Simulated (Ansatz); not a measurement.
**One shape, several levels: C4H11P (tert-butylphosphine)**

We compute a comparison of 4 runs (HF/def2-SVP, B3LYP/6-31G*, wB97X/def2-SVP, MP2/cc-pVDZ) of C4H11P (tert-butylphosphine). 

Program for the calculation: Ansatz 0.2.0.

7 further runs of the same task are left out: 2 for a known fault of the program, 1 that didn't finish, 4 set aside as unsound or not needed. Runs told in other sessions of the task aren't counted.

### 1 Starting point

C4H11P: 16 atoms, total charge 0, spin state singlet. SMILES: `CC(C)(C)P`. The shape is that of a PBE0-D4/def2-TZVP optimisation. This is one conformer, not always the lowest.

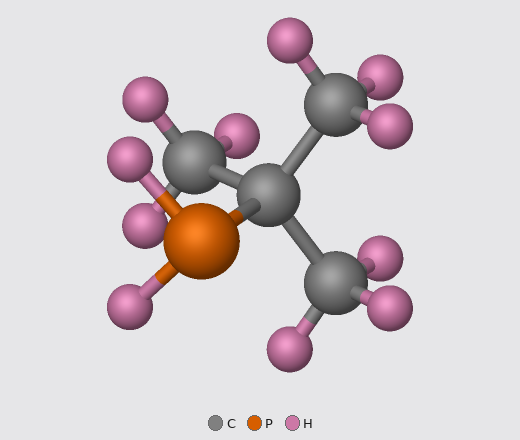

Viewed from a chosen angle; carbon grey, phosphorus orange, hydrogen pink.

### 2 Energy and forces at HF/def2-SVP (run 1)

File input.yaml:

```yaml
crystal:
  periodic: [false, false, false]
  atoms:
    - {symbol: C, position_ang: [-0.741780, 0.582300, -1.051100]}
    - {symbol: C, position_ang: [0.035910, -0.030370, 0.105610]}
    - {symbol: C, position_ang: [1.479480, 0.466250, 0.087120]}
    - {symbol: C, position_ang: [0.012170, -1.553500, 0.003740]}
    - {symbol: P, position_ang: [-0.680560, 0.421300, 1.774860]}
    - {symbol: H, position_ang: [-0.742250, 1.673450, -0.997130]}
    - {symbol: H, position_ang: [-0.290390, 0.293200, -2.007510]}
    - {symbol: H, position_ang: [-1.780850, 0.244920, -1.055490]}
    - {symbol: H, position_ang: [2.060940, 0.041070, 0.909040]}
    - {symbol: H, position_ang: [1.529020, 1.555730, 0.165270]}
    - {symbol: H, position_ang: [1.962690, 0.177600, -0.852030]}
    - {symbol: H, position_ang: [-1.010560, -1.939840, 0.019660]}
    - {symbol: H, position_ang: [0.562950, -2.019500, 0.824670]}
    - {symbol: H, position_ang: [0.474130, -1.873090, -0.936090]}
    - {symbol: H, position_ang: [-0.829160, 1.815640, 1.538880]}
    - {symbol: H, position_ang: [-2.041750, 0.144830, 1.470480]}
basis:
  gaussian: {orbitals: def2-SVP}
hamiltonian: {xc: hf}
accuracy: high
output: {forces: true, orbitals: {seedname: orbitals}}
```

Launch:

```
$ ansatz run input.yaml --threads 1 --pin off --max-ram 3480MiB --events-out events.jsonl --progress --plain --runs-dir runs
```

Output, cut to the lines that bear on the results:

```text
Warning: RAYON_NUM_THREADS=1 ignored (pool sized by the plan → 1); use --threads N
Functional definition: HF
  name "HF"
[...]
3254 factors; integrals over basis functions are off by at most 3.9e-9 eV
[...]
mean field -13561.85892585 eV, -498.3891229670 hartree, gradient 1.1e-8 eV, S^2 0.000000; 0 other end points of the search recorded, 0 dependent functions left out
[...]
reference -13561.85892585 eV, -498.3891229670 hartree; 25, 25 occupied and 104, 104 virtual orbitals, 3254 factors
Total energy: -13561.85892585 eV, -498.3891229670 hartree
Atom 0 at    -0.741780     0.582300    -1.051100 Å, force    -0.138070     0.110972    -0.249689 eV/Å
Atom 1 at     0.035910    -0.030370     0.105610 Å, force     0.076858    -0.062500     0.158113 eV/Å
Atom 2 at     1.479480     0.466250     0.087120 Å, force     0.302877     0.052211    -0.098737 eV/Å
Atom 3 at     0.012170    -1.553500     0.003740 Å, force     0.049006    -0.298493    -0.112995 eV/Å
Atom 4 at    -0.680560     0.421300     1.774860 Å, force    -0.522315     0.379079     0.000155 eV/Å
Atom 5 at    -0.742250     1.673450    -0.997130 Å, force    -0.017103    -0.039542    -0.041027 eV/Å
Atom 6 at    -0.290390     0.293200    -2.007510 Å, force    -0.053210     0.036921     0.045746 eV/Å
Atom 7 at    -1.780850     0.244920    -1.055490 Å, force     0.033841     0.030452    -0.038308 eV/Å
Atom 8 at     2.060940     0.041070     0.909040 Å, force     0.002370     0.031353    -0.046560 eV/Å
Atom 9 at     1.529020     1.555730     0.165270 Å, force     0.030971    -0.039143    -0.003292 eV/Å
Atom 10 at     1.962690     0.177600    -0.852030 Å, force     0.024755     0.041563     0.058059 eV/Å
Atom 11 at    -1.010560    -1.939840     0.019660 Å, force     0.046425    -0.017351    -0.002075 eV/Å
Atom 12 at     0.562950    -2.019500     0.824670 Å, force    -0.027060    -0.009337    -0.048447 eV/Å
Atom 13 at     0.474130    -1.873090    -0.936090 Å, force    -0.034523    -0.039336     0.054687 eV/Å
Atom 14 at    -0.829160     1.815640     1.538880 Å, force     0.092687    -0.116067     0.161087 eV/Å
Atom 15 at    -2.041750     0.144830     1.470480 Å, force     0.132491    -0.060783     0.163283 eV/Å
Dipole moment:     0.006254     0.006195    -0.262457 e Å
```

It took 17 s on 1 thread of Arm Neoverse V2, shared host; peak memory 0.54 GiB.

### 3 Energy and gradient at B3LYP/6-31G(d) (spherical functions) (run 2)

input.yaml, as its differences from that of step 2:

```diff
@@ -20,4 +20,7 @@
 basis:
-  gaussian: {orbitals: def2-SVP}
-hamiltonian: {xc: hf}
+  gaussian:
+    orbitals: 6-31G_st_-spherical.json
+total_charge: 0
+hamiltonian:
+  xc: {name: B3LYP}
 accuracy: high
```

The basis set 6-31G* is read from a file made from the Basis Set Exchange's data (not shown).

Launch:

```
$ ansatz run input.yaml --threads 1 --pin off --max-ram 3480MiB --events-out events.jsonl --progress --plain --runs-dir runs
```

Output, cut to the lines that bear on the results:

```text
Warning: RAYON_NUM_THREADS=1 ignored (pool sized by the plan → 1); use --threads N
Functional definition: B3LYP
  name "B3LYP"
[...]
2474 factors; integrals over basis functions are off by at most 4.0e-9 eV
[...]
mean field -13616.32959947 eV, -500.3908833007 hartree, gradient 6.6e-8 eV, S^2 0.000000; 0 other end points of the search recorded, 0 dependent functions left out
[...]
reference -13616.32963979 eV, -500.3908847825 hartree; 25, 25 occupied and 71, 71 virtual orbitals, 2474 factors
Total energy: -13616.32963979 eV, -500.3908847825 hartree
Atom 0 at    -0.741780     0.582300    -1.051100 Å, force    -0.113057     0.090519    -0.195353 eV/Å
Atom 1 at     0.035910    -0.030370     0.105610 Å, force     0.004263    -0.003719     0.010139 eV/Å
Atom 2 at     1.479480     0.466250     0.087120 Å, force     0.240033     0.063083    -0.021954 eV/Å
[...]
Atom 6 at    -0.290390     0.293200    -2.007510 Å, force     0.018872    -0.008758    -0.118419 eV/Å
Atom 7 at    -1.780850     0.244920    -1.055490 Å, force    -0.119594    -0.023489    -0.035977 eV/Å
Atom 8 at     2.060940     0.041070     0.909040 Å, force     0.089894    -0.031251     0.067866 eV/Å
Atom 9 at     1.529020     1.555730     0.165270 Å, force     0.039408     0.115959    -0.001469 eV/Å
Atom 10 at     1.962690     0.177600    -0.852030 Å, force     0.086163    -0.010530    -0.090360 eV/Å
Atom 11 at    -1.010560    -1.939840     0.019660 Å, force    -0.098370    -0.073131    -0.009132 eV/Å
Atom 12 at     0.562950    -2.019500     0.824670 Å, force     0.054913    -0.079421     0.065784 eV/Å
Atom 13 at     0.474130    -1.873090    -0.936090 Å, force     0.040011    -0.073664    -0.092908 eV/Å
Atom 14 at    -0.829160     1.815640     1.538880 Å, force    -0.007908     0.109941     0.006817 eV/Å
Atom 15 at    -2.041750     0.144830     1.470480 Å, force    -0.107401    -0.026725     0.001164 eV/Å
Dipole moment:     0.004579     0.008321    -0.284665 e Å
```

It took 21 s on 1 thread of Arm Neoverse V2, shared host; peak memory 0.4 GiB.

### 4 Energy and forces at wB97X/def2-SVP (run 3)

File in.yaml:

```yaml
crystal:
  periodic: [false, false, false]
  atoms:
    - {symbol: C, position_ang: [-0.741780, 0.582300, -1.051100]}
    - {symbol: C, position_ang: [0.035910, -0.030370, 0.105610]}
    - {symbol: C, position_ang: [1.479480, 0.466250, 0.087120]}
    - {symbol: C, position_ang: [0.012170, -1.553500, 0.003740]}
    - {symbol: P, position_ang: [-0.680560, 0.421300, 1.774860]}
    - {symbol: H, position_ang: [-0.742250, 1.673450, -0.997130]}
    - {symbol: H, position_ang: [-0.290390, 0.293200, -2.007510]}
    - {symbol: H, position_ang: [-1.780850, 0.244920, -1.055490]}
    - {symbol: H, position_ang: [2.060940, 0.041070, 0.909040]}
    - {symbol: H, position_ang: [1.529020, 1.555730, 0.165270]}
    - {symbol: H, position_ang: [1.962690, 0.177600, -0.852030]}
    - {symbol: H, position_ang: [-1.010560, -1.939840, 0.019660]}
    - {symbol: H, position_ang: [0.562950, -2.019500, 0.824670]}
    - {symbol: H, position_ang: [0.474130, -1.873090, -0.936090]}
    - {symbol: H, position_ang: [-0.829160, 1.815640, 1.538880]}
    - {symbol: H, position_ang: [-2.041750, 0.144830, 1.470480]}
basis:
  gaussian:
    orbitals: def2-SVP
output:
  forces: true
  orbitals: {seedname: orbitals}
hamiltonian:
  xc: {name: wB97X}
accuracy: high
```

Launch:

```
$ ansatz run in.yaml --threads 1 --pin off --max-ram 3480MiB --events-out events.jsonl --progress --plain --runs-dir runs
```

Output, cut to the lines that bear on the results:

```text
Warning: RAYON_NUM_THREADS=1 ignored (pool sized by the plan → 1); use --threads N
Functional definition: wB97X
  name "wB97X"
[...]
      + exact_x_lr(omega)
[...]
      + integral(e_c_pw_opposite_spin*poly(b97_u_opposite, 1, cos1, cos2, cos3, cos4))
3254 factors; integrals over basis functions are off by at most 3.9e-9 eV
486 factors; integrals over basis functions are off by at most 2.7e-9 eV
[...]
mean field -13609.28671848 eV, -500.1320621982 hartree, gradient 7.5e-8 eV, S^2 0.000000; 0 other end points of the search recorded, 0 dependent functions left out
[...]
reference -13609.28671521 eV, -500.1320620783 hartree; 25, 25 occupied and 104, 104 virtual orbitals, 3254 factors
Total energy: -13609.28671521 eV, -500.1320620783 hartree
Atom 0 at    -0.741780     0.582300    -1.051100 Å, force     0.090341    -0.068020     0.066342 eV/Å
[...]
Atom 6 at    -0.290390     0.293200    -2.007510 Å, force     0.100182    -0.062753    -0.244163 eV/Å
Atom 7 at    -1.780850     0.244920    -1.055490 Å, force    -0.303131    -0.091071    -0.018416 eV/Å
Atom 8 at     2.060940     0.041070     0.909040 Å, force     0.174530    -0.114277     0.225067 eV/Å
Atom 9 at     1.529020     1.555730     0.165270 Å, force     0.029535     0.308124     0.019323 eV/Å
Atom 10 at     1.962690     0.177600    -0.852030 Å, force     0.145591    -0.064415    -0.244667 eV/Å
Atom 11 at    -1.010560    -1.939840     0.019660 Å, force    -0.284839    -0.124014     0.001362 eV/Å
Atom 12 at     0.562950    -2.019500     0.824670 Å, force     0.153620    -0.142755     0.223916 eV/Å
Atom 13 at     0.474130    -1.873090    -0.936090 Å, force     0.115868    -0.105209    -0.246174 eV/Å
Atom 14 at    -0.829160     1.815640     1.538880 Å, force     0.010296     0.098667     0.010377 eV/Å
Atom 15 at    -2.041750     0.144830     1.470480 Å, force    -0.091177    -0.040725     0.004607 eV/Å
Dipole moment:    -0.000632     0.011378    -0.266889 e Å
```

Run time: 77 s. Hardware: 1 thread of Arm Neoverse V2, shared host; peak memory 0.94 GiB.

### 5 Energy and gradient at MP2/cc-pVDZ (run 4)

input.yaml, as its differences from that of step 3:

```diff
@@ -20,7 +20,4 @@
 basis:
-  gaussian:
-    orbitals: 6-31G_st_-spherical.json
-total_charge: 0
-hamiltonian:
-  xc: {name: B3LYP}
+  gaussian: {orbitals: cc-pVDZ}
+correlation: {method: mp2, frozen_orbitals: {C: 1, H: 0, P: 5}}
 accuracy: high
```

Launch:

```
$ ansatz run input.yaml --threads 1 --pin off --max-ram 3480MiB --events-out events.jsonl --progress --plain --runs-dir runs
```

Output, cut to the lines that bear on the results:

```text
Warning: RAYON_NUM_THREADS=1 ignored (pool sized by the plan → 1); use --threads N
Functional definition: HF
  name "HF"
[...]
3277 factors; integrals over basis functions are off by at most 4.0e-9 eV
[...]
mean field -13568.04255323 eV, -498.6163670816 hartree, gradient 2.0e-8 eV, S^2 0.000000; 0 other end points of the search recorded, 0 dependent functions left out
9 core orbitals not correlated: weight in the atoms' cores, before any rotation towards them, 1.000 or more for the frozen orbitals, at most 0.000 for the correlated occupied ones
reference -13568.04255323 eV, -498.6163670816 hartree; 16, 16 occupied and 104, 104 virtual orbitals, 3277 factors
second order -19.46395823 eV of doubles, -0.00000000 eV of singles
[...]
Total energy: -13587.50651146 eV, -499.3316543535 hartree
Atom 0 at    -0.741780     0.582300    -1.051100 Å, force     0.054638    -0.039130    -0.005865 eV/Å
[...]
Atom 6 at    -0.290390     0.293200    -2.007510 Å, force     0.156193    -0.100392    -0.319106 eV/Å
Atom 7 at    -1.780850     0.244920    -1.055490 Å, force    -0.368583    -0.126523     0.001290 eV/Å
Atom 8 at     2.060940     0.041070     0.909040 Å, force     0.195814    -0.153503     0.288948 eV/Å
Atom 9 at     1.529020     1.555730     0.165270 Å, force     0.008720     0.384475     0.027234 eV/Å
Atom 10 at     1.962690     0.177600    -0.852030 Å, force     0.160599    -0.100629    -0.327800 eV/Å
Atom 11 at    -1.010560    -1.939840     0.019660 Å, force    -0.364157    -0.128142     0.005869 eV/Å
Atom 12 at     0.562950    -2.019500     0.824670 Å, force     0.194895    -0.154362     0.288972 eV/Å
Atom 13 at     0.474130    -1.873090    -0.936090 Å, force     0.158270    -0.103842    -0.327709 eV/Å
Atom 14 at    -0.829160     1.815640     1.538880 Å, force     0.025790     0.117993    -0.028801 eV/Å
Atom 15 at    -2.041750     0.144830     1.470480 Å, force    -0.103198    -0.059317    -0.036114 eV/Å
Dipole moment:     0.006976     0.005063    -0.247516 e Å
```

Wall time 39 s (1 thread of Arm Neoverse V2, shared host); peak memory 0.67 GiB.

### 6 All runs side by side

```
run                               level  frozen core orbitals  energy (Eh)  dipole moment (D)  HOMO energy (eV)  LUMO energy (eV)  wall time
  1                         HF/def2-SVP                     –  -498.389123               1.26             -9.66              4.07       17 s
  2  B3LYP/6-31G* (spherical functions)                     –  -500.390885               1.37             -6.66              0.88       21 s
  3                      wB97X/def2-SVP                     –  -500.132062               1.28             -9.31              2.93       77 s
  4                         MP2/cc-pVDZ                     9  -499.331654               1.19             -9.62              4.12       39 s
```

### 7 What came out

```
                                          quantity          value
                               run 4: total energy  -499.33165 Eh
         run 4: dipole moment (correlated density)         1.19 D
        run 4: HOMO energy (Hartree–Fock orbitals)       -9.62 eV
        run 4: LUMO energy (Hartree–Fock orbitals)        4.12 eV
      run 4: HOMO–LUMO gap (Hartree–Fock orbitals)       13.74 eV
run 4: correlation energy (9 core orbitals frozen)     -715.3 mEh
                   run 4: largest force on an atom     0.490 eV/Å
```

The dipole moment (its size) runs from 1.19 D (MP2/cc-pVDZ) to 1.37 D (B3LYP/6-31G*). The two ends differ in method and basis. Over runs 1, 2, 3 the HOMO–LUMO gap runs from 7.54 eV (B3LYP/6-31G*) to 13.73 eV (HF/def2-SVP). Totals of different functionals can't be ranked against each other. All runs together took 2.6 min, the longest 77 s.
